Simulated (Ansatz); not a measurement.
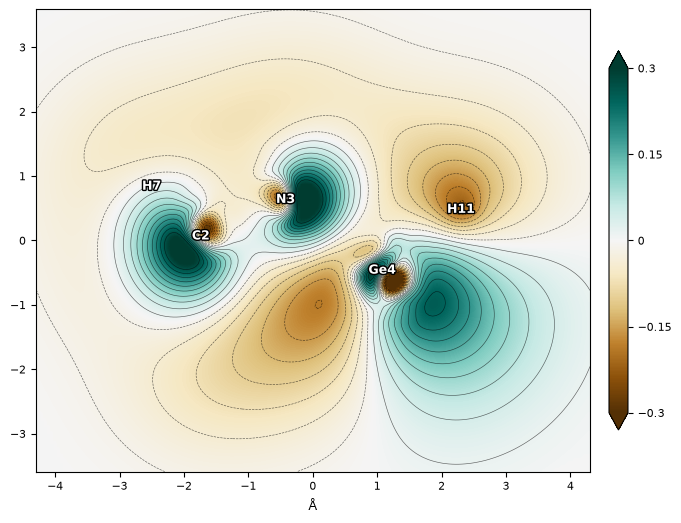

CH$_{7}$GeNS. One frontier orbital on the plane of atoms C2, N3 and Ge4 (values in Å⁻³ᐟ²; the overall sign is arbitrary).

All numbers below come from RKS PBE-D4/def2-SVP in Ansatz.

Input

```
crystal:
  periodic: [false, false, false]
  atoms:
    - { symbol: S, position_ang: [-1.741, 1.2126, -0.0805] }
    - { symbol: C, position_ang: [-0.0853, 0.9105, -0.621] }
    - { symbol: "N", position_ang: [0.0599, -0.5163, -0.8829] }
    - { symbol: Ge, position_ang: [0.4032, -1.4175, 0.7491] }
    - { symbol: H, position_ang: [-1.544, 2.6328, -0.0019] }
    - { symbol: H, position_ang: [0.639, 1.3024, 0.1395] }
    - { symbol: H, position_ang: [0.1273, 1.475, -1.5591] }
    - { symbol: H, position_ang: [1.0222, -0.6234, -1.4092] }
    - { symbol: H, position_ang: [-0.9376, -1.2635, 1.6701] }
    - { symbol: H, position_ang: [1.552, -0.8395, 1.5299] }
    - { symbol: H, position_ang: [0.5697, -2.9301, 0.4867] }
basis:
  gaussian: { orbitals: def2-SVP }
hamiltonian:
  xc: pbe
  dispersion: d4
relax:
  f_tol: 0.02
  max_steps: 50
output:
  orbitals: {}
```

Launched as:

```sh
ansatz run input.yaml --threads 2 --pin off --max-ram 3072MiB --backend cpu --events-out ev --progress --plain --runs-dir out
```

The fields are those of the relaxed geometry.

### Which orbital is it: HOMO or LUMO?

The LUMO, at −0.44 eV. By Hirshfeld shares it lies mainly on Ge4 (about 30 %), S1 (about 25 %), H5 (about 10 %), C2 (about 10 %) and N3 (about 5 %).
